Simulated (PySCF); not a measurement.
# C₃H₁₂ClFOSi₄: single-point calculation

- system: C₃H₁₂ClFOSi₄
- method: HF/6-31G* single-point energy, gas phase (PySCF 2.14.0)

The geometry comes from this level: GFN1-xTB.

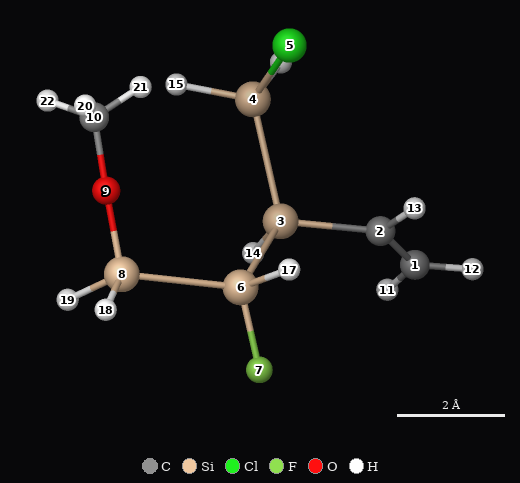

The input geometry (ball-and-stick view, seen at a tilt; atoms are numbered from 1 in the order of the input).

### Key numbers

- outcome: converged
- total energy: −1910.126304 hartree
- HOMO: −9.61 eV
- LUMO: 2.17 eV
- dipole moment: 1.51 D
- hardware: 1 CPU thread, shared host
- wall time: 6.4 s
- peak memory: 0.67 GiB

### The input
```
{"job": {"xc": "HF", "basis": "6-31G*", "kind": "sp"}, "charge": 0, "multiplicity": 1}
C     -3.615710    -2.214631     0.219314
C     -2.847603    -1.168785    -0.119046
Si    -1.056353    -0.877330     0.420342
Si    -0.973511     1.129302     1.643438
Cl    -1.371121     2.766871     0.528453
Si     0.375694    -1.054200    -1.459228
F      0.245544    -2.539820    -2.062736
Si     2.641759    -0.432611    -1.246920
O      2.707199     1.065003    -0.646908
C      2.727722     2.367555    -0.107608
H     -3.265321    -3.007863     0.869817
H     -4.634607    -2.330846    -0.134737
H     -3.320869    -0.438352    -0.785056
H     -0.798093    -1.985097     1.361622
H      0.317461     1.373650     2.291350
H     -1.909065     1.161022     2.769574
H     -0.252764    -0.255374    -2.529434
H      3.383906    -0.406782    -2.505898
H      3.439174    -1.272045    -0.354896
H      3.135132     3.070371    -0.841458
H      1.710672     2.679086     0.155701
H      3.350341     2.390260     0.792447
```

The first line tells a small driver script what to run in PySCF; the rest is the geometry in Å.

Launch command:
```bash
OMP_NUM_THREADS=1 python <driver script> task.json out
```

### Log
```
final grid: 180352 points
cycle   1  E = -1909.9374768984  dE =  9.706e-01  |g| = 7.981e-01  |ddm| = 4.009e+00
cycle   2  E = -1910.0856844063  dE = -1.482e-01  |g| = 4.388e-01  |ddm| = 1.111e+00
cycle   3  E = -1910.1233727151  dE = -3.769e-02  |g| = 8.411e-02  |ddm| = 3.880e-01
cycle   4  E = -1910.1261422213  dE = -2.770e-03  |g| = 1.832e-02  |ddm| = 1.441e-01
cycle   5  E = -1910.1262913038  dE = -1.491e-04  |g| = 4.329e-03  |ddm| = 3.406e-02
cycle   6  E = -1910.1263028849  dE = -1.158e-05  |g| = 1.565e-03  |ddm| = 1.037e-02
cycle   7  E = -1910.1263040672  dE = -1.182e-06  |g| = 4.854e-04  |ddm| = 3.311e-03
cycle   8  E = -1910.1263041966  dE = -1.294e-07  |g| = 1.417e-04  |ddm| = 1.196e-03
cycle   9  E = -1910.1263042116  dE = -1.499e-08  |g| = 4.093e-05  |ddm| = 4.535e-04
cycle  10  E = -1910.1263042131  dE = -1.445e-09  |g| = 1.371e-05  |ddm| = 1.356e-04
cycle  11  E = -1910.1263042133  dE = -1.828e-10  |g| = 5.831e-06  |ddm| = 3.993e-05
converged SCF energy = -1910.1263042133
```
